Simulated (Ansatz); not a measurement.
The calculation's input:

```
crystal:
  periodic: [false, false, false]
  atoms:
    - { symbol: C, position_ang: [1.0878, -1.3054, 2.0927] }
    - { symbol: O, position_ang: [1.6039, -0.026, 1.7241] }
    - { symbol: B, position_ang: [1.4998, 0.1361, 0.2482] }
    - { symbol: O, position_ang: [0.568, 0.9985, -0.3453] }
    - { symbol: C, position_ang: [-0.53, 0.1623, -0.8686] }
    - { symbol: Si, position_ang: [-1.7869, 1.2694, -1.7091] }
    - { symbol: H, position_ang: [1.5776, -2.1129, 1.583] }
    - { symbol: H, position_ang: [-0.016, -1.2634, 1.8731] }
    - { symbol: H, position_ang: [1.1735, -1.3851, 3.2157] }
    - { symbol: H, position_ang: [2.4294, -0.2484, -0.3847] }
    - { symbol: H, position_ang: [-0.1588, -0.5516, -1.589] }
    - { symbol: H, position_ang: [-1.0478, -0.3593, -0.02] }
    - { symbol: H, position_ang: [-1.1845, 2.0062, -2.8239] }
    - { symbol: H, position_ang: [-2.8957, 0.4284, -2.2269] }
    - { symbol: H, position_ang: [-2.3421, 2.2004, -0.7398] }
basis:
  gaussian: { orbitals: "6-31G" }
hamiltonian:
  xc: b3lyp
relax:
  f_tol: 0.015
  max_steps: 40
output:
  orbitals: {}
```

Run with:

```sh
ansatz run input.yaml --threads 1 --pin off --max-ram 2048MiB --backend cpu --events-out ev --progress --plain --runs-dir out
```

The fields are those of the relaxed geometry.

Computed with Ansatz 0.2.0, RKS B3LYP/6-31G.

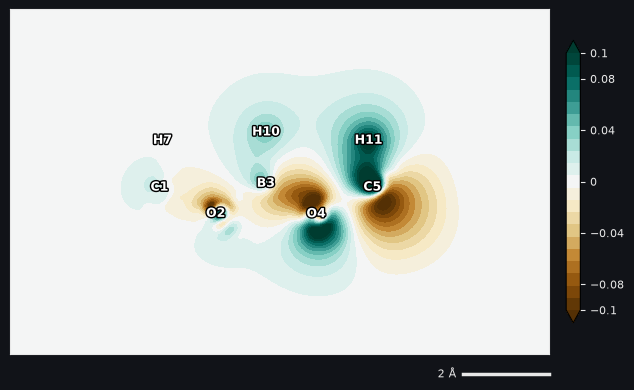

C2H9BO2Si (SMILES COBOC[SiH3]). The HOMO on the plane of atoms O2, C1 and H7 (values in Å⁻³ᐟ²; the overall sign is arbitrary).

Q: Describe this orbital and give its energy.

A: Its weight (Hirshfeld) is mainly on O4 (about 35 %), O2 (about 25 %), C5 (about 10 %) and Si6 (about 10 %). Its energy is −7.30 eV.
